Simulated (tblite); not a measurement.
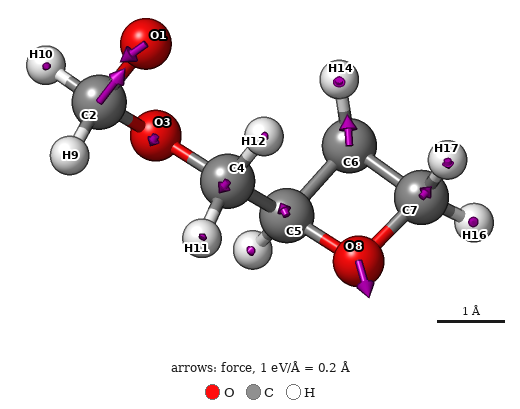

Starting geometry of C5H9O3 (multiplicity 2) with the computed forces as purple arrows. A ball-and-stick model, seen at a tilt.

Level of theory: GFN2-xTB geometry optimisation, gas phase (tblite 0.8.0). 

Q: Is this structure relaxed? If not, where do the atoms go?

A: It isn't relaxed: the largest force vector, on a C atom, is 3.49 eV/Å. The final displacements have little in common with the starting forces (cosine between the two patterns 0.07). An H atom moves most after the best rigid fit: 1.04 Å. Largest moves by element: H 1.04 Å, O 0.97 Å, C 0.56 Å. Among the contacts that change: C–O 1.386 → 1.272 Å, C–O 1.376 → 1.424 Å, C–O 1.390 → 1.433 Å, C–H 1.117 → 1.086 Å. Among the angles between lasting bonds that change: O–C–O 108.8° → 119.5°, H–C–H 110.3° → 101.1°, O–C–H 112.1° → 103.3°. Groups turn about C–O by about 90°, C–O by about 60°. Over 142 geometry steps the energy falls by 85.0 kJ/mol.
